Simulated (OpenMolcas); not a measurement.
# One shape, several levels: AlSiH5O2 (SMILES O[SiH2][O][AlH2])

Wanted: a comparison of 6 runs (HF/STO-3G, HF/3-21G, B3LYP/6-31G*, B2PLYP/cc-pVDZ, BLYP/cc-pVDZ, M06-L/cc-pVDZ) of AlSiH5O2. 

Program for the calculation: OpenMolcas 26.06.

### 1 The system as given

AlSiH5O2: 9 atoms, total charge 0, spin state singlet. As SMILES, `O[SiH2][O][AlH2]`. Geometry: relaxed at PBE0-D4/def2-TZVP. This is one conformer, not always the lowest.

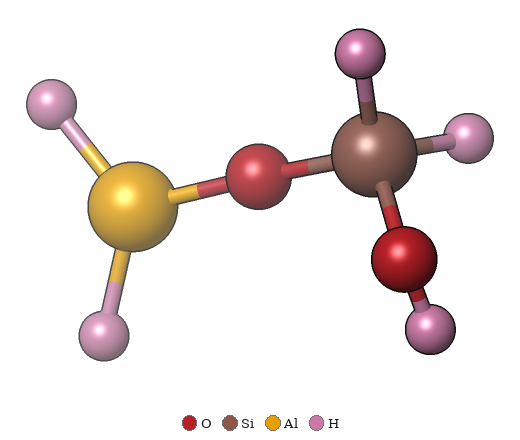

The structure, seen from a chosen angle (oxygen red, silicon brown, aluminium amber, hydrogen pink).

### 2 Energy and forces at HF/STO-3G (run 1)

Contents of geom.xyz:

```xyz
9

O     -0.795100     1.829400    -0.898200
Si     0.173000     1.196700     0.266900
O      0.250800    -0.418900     0.197700
Al     0.325700    -2.080500    -0.060600
H     -1.740800     1.705800    -0.810900
H      1.506100     1.782800     0.005000
H     -0.337300     1.564900     1.614200
H     -0.959500    -2.795700    -0.636800
H      1.665600    -2.830600     0.305400
```

Contents of job.inp:

```
* AlH5O2Si Hartree-Fock
>>> EXPORT MOLCAS_PRINT=2

&GATEWAY
 BasLib=$CurrDir
 Coord=geom.xyz
 Basis=STO-3G
 Group=NoSym

&SEWARD

&SCF
 Thresholds=1e-10 1e-07 1e-07 1e-05
 PrOrbitals=1 2

&ALASKA
```

The basis set STO-3G is read from a file made from the Basis Set Exchange's data (not shown).

The run is started by

```sh
$ export MOLCAS_MEM=1860
$ pymolcas job.inp > job.log
```

The log of the run:

```text
--- Start Module: gateway ---
[...]
--- Stop Module: gateway /rc=_RC_ALL_IS_WELL_ ---
[...]
      Basis functions           33
[...]
--- Start Module: scf ---
[...]
       Convergence after  12 Iterations
[...]
::    Total SCF energy                               -675.2662986563
[...]
      Total spin, S                                     0.0000000000
[...]
      Total electronic charge=   48.000000
      Total            charge=   -0.000000
[...]
      Dipole Moment (debye):
      Origin of the operator (angstrom)=    0.0550   -0.0073   -0.0532
                   X= -5.9927E-01               Y= -9.6384E-01               Z=  7.7012E-01           Total=  1.3716E+00
      Quadrupole Moment (debye*angstrom):
[...]
--- Stop Module: scf /rc=_RC_ALL_IS_WELL_ ---
--- Start Module: alaska ---
[...]
 *              Molecular gradients               *
 **************************************************
  Irreducible representation: a
 ------------------------------------------------------------------------------------------
                              X                       Y                       Z
 ------------------------------------------------------------------------------------------
  O1               -2.44860552767294E-02   -1.52624885480108E-02    2.37461106086574E-02
  SI2              -1.75480284491680E-02    1.39709114618931E-02   -3.14614806096447E-02
  O3               -1.26428747611929E-04    3.36820772119020E-02    7.33957431753529E-03
  AL4               1.10669556117982E-03   -1.32760115616346E-02   -7.59501209129709E-04
  H5                2.49328058740632E-02    9.83455304022285E-03   -1.23965805384333E-02
  H6                2.64587001889760E-02    8.94801203437945E-03   -6.57432582796924E-03
  H7               -1.19032546324045E-02    4.20799194651345E-03    2.64561927373759E-02
  H8               -3.75753446397167E-02   -2.04959424292372E-02   -1.68950571282256E-02
[...]
--- Stop Module: alaska /rc=_RC_ALL_IS_WELL_ ---
[...]
```

Run time: 3.3 s. Hardware: 1 thread of AMD EPYC 7R43 (Zen 3), shared host; peak memory 0.37 GiB.

### 3 Energy and gradient at HF/3-21G (run 2)

Contents of job.inp:

```
&GATEWAY
  BasLib=$CurrDir
  Coord
  9
  bohr
  O     -1.50252124     3.45706497    -1.69735201
  Si     0.32692262     2.26143525     0.50436790
  O      0.47394331    -0.79160627     0.37359885
  Al     0.61548380    -3.93157520    -0.11451740
  H     -3.28963524     3.22349482    -1.53237891
  H      2.84611652     3.36900373     0.00944863
  H     -0.63740462     2.95723241     3.05039591
  H     -1.81319222    -5.28310733    -1.20337760
  H      3.14752783    -5.34905877     0.57712236
  Basis=3-21G
  Group=NoSym

&SEWARD

&SCF
  Thresholds=1e-10 1e-07 1e-07 1e-05
  PrOrbitals=1

&ALASKA
```

The basis set 3-21G is read from a file made from the Basis Set Exchange's data (not shown).

The run is started by

```sh
$ export MOLCAS_MEM=1860
$ pymolcas job.inp > job.log
```

The log of the run:

```text
--- Start Module: gateway ---
[...]
--- Stop Module: gateway /rc=_RC_ALL_IS_WELL_ ---
[...]
      Basis functions           54
[...]
--- Start Module: scf ---
[...]
       Convergence after  12 Iterations
[...]
::    Total SCF energy                               -679.9254818089
[...]
      Total spin, S                                     0.0000000000
[...]
      Total electronic charge=   48.000000
      Total            charge=   -0.000000
[...]
      Dipole Moment (debye):
      Origin of the operator (angstrom)=    0.0550   -0.0073   -0.0532
                   X= -1.2654E+00               Y= -1.1020E+00               Z=  8.5805E-01           Total=  1.8846E+00
      Quadrupole Moment (debye*angstrom):
[...]
--- Stop Module: scf /rc=_RC_ALL_IS_WELL_ ---
[...]
--- Start Module: alaska ---
[...]
 *              Molecular gradients               *
 **************************************************
  Irreducible representation: a
 ------------------------------------------------------------------------------------------
                              X                       Y                       Z
 ------------------------------------------------------------------------------------------
  O1                1.49540078119612E-02   -4.32216387413753E-03    7.52487086331222E-03
  SI2              -2.56348970999638E-02   -8.55176538553160E-03   -1.73482622665420E-02
  O3                9.87664092086282E-04    2.02397216973278E-02    3.64728298272121E-03
  AL4              -1.48141604046192E-04   -7.87813510978630E-03   -2.31470483512419E-03
  H5                8.67563413876660E-03   -3.99436850849050E-03    8.86672034094788E-03
  H6                1.69114090936962E-03   -1.43248995011724E-04   -2.32003464011010E-03
  H7               -4.06616348974431E-04   -1.63945154622724E-03    8.80122642719527E-04
  H8                2.84224690618240E-03    3.06523637090494E-03    1.59580738881737E-03
[...]
--- Stop Module: alaska /rc=_RC_ALL_IS_WELL_ ---
[...]
```

Wall time 4.5 s (1 thread of AMD EPYC 7R43 (Zen 3), shared host); peak memory 0.38 GiB.

### 4 Energy and gradient at B3LYP/6-31G(d) (Cartesian functions) (run 3)

Contents of calc.inp:

```
>>> EXPORT MOLCAS_PRINT=2

&GATEWAY
  BasLib
  $CurrDir
  BasisSet
  O.6-31Gs....
  O1 -0.795100 1.829400 -0.898200 angstrom
  O3 0.250800 -0.418900 0.197700 angstrom
  End of Basis
  BasisSet
  Si.6-31Gs....
  Si2 0.173000 1.196700 0.266900 angstrom
  End of Basis
  BasisSet
  Al.6-31Gs....
  Al4 0.325700 -2.080500 -0.060600 angstrom
  End of Basis
  BasisSet
  H.6-31Gs....
  H5 -1.740800 1.705800 -0.810900 angstrom
  H6 1.506100 1.782800 0.005000 angstrom
  H7 -0.337300 1.564900 1.614200 angstrom
  H8 -0.959500 -2.795700 -0.636800 angstrom
  H9 1.665600 -2.830600 0.305400 angstrom
  End of Basis

&SEWARD
  GridInput
  Grid=UltraFine
  End of Grid

&SCF
  KSDFT
  B3LYP
  Thresholds
  1e-10 1e-07 1e-07 1e-05
  PrOrbitals
  1 1

&ALASKA
```

The basis set 6-31G* is read from a file made from the Basis Set Exchange's data (not shown).

The run is started by

```sh
$ export MOLCAS_MEM=1860
$ pymolcas calc.inp > calc.log
```

The log of the run:

```text
--- Start Module: gateway ---
[...]
--- Stop Module: gateway /rc=_RC_ALL_IS_WELL_ ---
[...]
      Basis functions           78
[...]
--- Start Module: scf ---
[...]
       Convergence after  13 Iterations
[...]
::    Total KS-DFT energy                            -685.5008395573
[...]
      Total spin, S                                     0.0000000000
[...]
      Total electronic charge=   48.000000
      Total            charge=   -0.000000
[...]
      Dipole Moment (debye):
      Origin of the operator (angstrom)=    0.0550   -0.0073   -0.0532
                   X= -1.1890E+00               Y= -8.5571E-01               Z=  4.7981E-01           Total=  1.5415E+00
      Quadrupole Moment (debye*angstrom):
[...]
--- Stop Module: scf /rc=_RC_ALL_IS_WELL_ ---
[...]
--- Start Module: alaska ---
[...]
 *              Molecular gradients               *
 **************************************************
  Irreducible representation: a
 ------------------------------------------------------------------------------------------
                              X                       Y                       Z
 ------------------------------------------------------------------------------------------
  O1               -2.30902501307906E-03   -6.65098243136697E-03    9.45533557096390E-03
  O3               -4.15588906823805E-04    2.31344364988484E-03   -1.83086845861702E-03
  SI2              -4.81718814606324E-03   -8.84034209687456E-03   -7.13829010510736E-03
  AL4              -5.69059701353680E-04    1.08898222533345E-02    1.70778272517591E-03
  H5                8.53701975950472E-03    1.50343022704964E-03   -1.09024625819704E-03
  H6               -1.73290690510974E-04   -5.21373901814393E-04   -1.68783859209820E-04
  H7               -2.66760763102614E-04   -3.29196685591837E-04   -1.15433286451339E-03
  H8                8.15056138212977E-04    8.09030739614691E-04    4.26625025381044E-04
[...]
--- Stop Module: alaska /rc=_RC_ALL_IS_WELL_ ---
[...]
```

It took 32 s on 1 thread of AMD EPYC 7R43 (Zen 3), shared host; peak memory 0.44 GiB.

Runs 4 to 5 aren't shown in full; the table further down has their settings and results.

### 5 Energy and gradient at M06-L/cc-pVDZ (run 6)

geom.xyz is that of step 2.

Contents of calc.input:

```
&GATEWAY
 BasLib = $CurrDir
 Coord = geom.xyz
 Basis = cc-pVDZ
 Group = NoSym

&SEWARD
 GridInput
 Grid=UltraFine
 End of Grid

&SCF
 KSDFT = M06L
 Thresholds = 1e-10 1e-07 1e-07 1e-05
 PrOrbitals = 0

&ALASKA
```

The basis set cc-pVDZ is read from a file made from the Basis Set Exchange's data (not shown).

The run is started by

```sh
$ export MOLCAS_MEM=1860
$ pymolcas calc.input > calc.log
```

The log of the run:

```text
--- Start Module: gateway ---
[...]
--- Stop Module: gateway /rc=_RC_ALL_IS_WELL_ ---
[...]
      Basis functions           89
[...]
--- Start Module: scf ---
[...]
       Convergence after  16 Iterations
[...]
::    Total KS-DFT energy                            -685.4650846148
[...]
      Total spin, S                                     0.0000000000
[...]
      Total electronic charge=   48.000000
      Total            charge=   -0.000000
[...]
      Dipole Moment (debye):
      Origin of the operator (angstrom)=    0.0550   -0.0073   -0.0532
                   X= -1.0915E+00               Y= -8.4549E-01               Z=  3.7085E-01           Total=  1.4296E+00
      Quadrupole Moment (debye*angstrom):
[...]
--- Stop Module: scf /rc=_RC_ALL_IS_WELL_ ---
[...]
--- Start Module: alaska ---
[...]
 *              Molecular gradients               *
 **************************************************
  Irreducible representation: a
 ------------------------------------------------------------------------------------------
                              X                       Y                       Z
 ------------------------------------------------------------------------------------------
  O1                8.79875359451887E-03   -1.06976082415251E-02    1.84527970671589E-02
  SI2              -9.84469300994029E-03   -1.87017158828926E-02   -1.74039312916694E-02
  O3               -6.41029267791415E-04    9.90807154566475E-03   -1.83156566700760E-03
  AL4              -9.85444507653810E-04    2.06510514156619E-02    3.17398571484873E-03
  H5                3.46060733927533E-03    1.19111451638831E-03   -1.05231695891464E-03
  H6               -9.63551082481473E-04   -7.56149905710490E-04    9.53661637199454E-04
  H7                9.30251214008582E-05   -1.43446907491018E-04   -2.08113984591307E-03
  H8               -8.97130691371650E-04   -6.85927214811866E-04   -4.19900171619636E-04
[...]
--- Stop Module: alaska /rc=_RC_ALL_IS_WELL_ ---
[...]
```

Wall time 59 s (1 thread of AMD EPYC 7R43 (Zen 3), shared host); peak memory 0.49 GiB.

### 6 The series

```csv
run,level,Cartesian functions,integration grid,energy (Eh),dipole moment (D),HOMO energy (eV),LUMO energy (eV),wall time
1,HF/STO-3G,no,–,-675.266299,1.37,-7.69,9.47,3.3 s
2,HF/3-21G,no,–,-679.925482,1.88,-11.30,1.62,4.5 s
3,B3LYP/6-31G* (Cartesian functions),yes,UltraFine,-685.500840,1.54,-7.97,-1.27,32 s
4,B2PLYP/cc-pVDZ,no,UltraFine,-685.108822,1.49,-9.45,-0.12,29 s
5,BLYP/cc-pVDZ,no,UltraFine,-685.441093,1.35,-6.68,-1.79,47 s
6,M06-L/cc-pVDZ,no,UltraFine,-685.465085,1.43,-7.08,-1.28,59 s
```

### 7 Results

| quantity | value |
| --- | --- |
| run 6: total energy | -685.46508 Eh |
| run 6: dipole moment | 1.43 D |
| run 6: HOMO energy | -7.08 eV |
| run 6: LUMO energy | -1.28 eV |
| run 6: HOMO–LUMO gap | 5.80 eV |
| run 6: largest force on an atom | 1.408 eV/Å |

**Reading.** The dipole moment (its size) runs from 1.35 D (BLYP/cc-pVDZ) to 1.88 D (HF/3-21G). The two ends differ in method and basis. The HOMO–LUMO gap runs from 4.89 eV (BLYP/cc-pVDZ) to 17.16 eV (HF/STO-3G). For B2PLYP the log adds the whole second-order term; the table takes 0.27 of it, as the functional is defined. Totals of different functionals can't be ranked against each other. In run 1 the basis is minimal, so the values are rough. All runs together took 2.9 min, the longest 59 s.
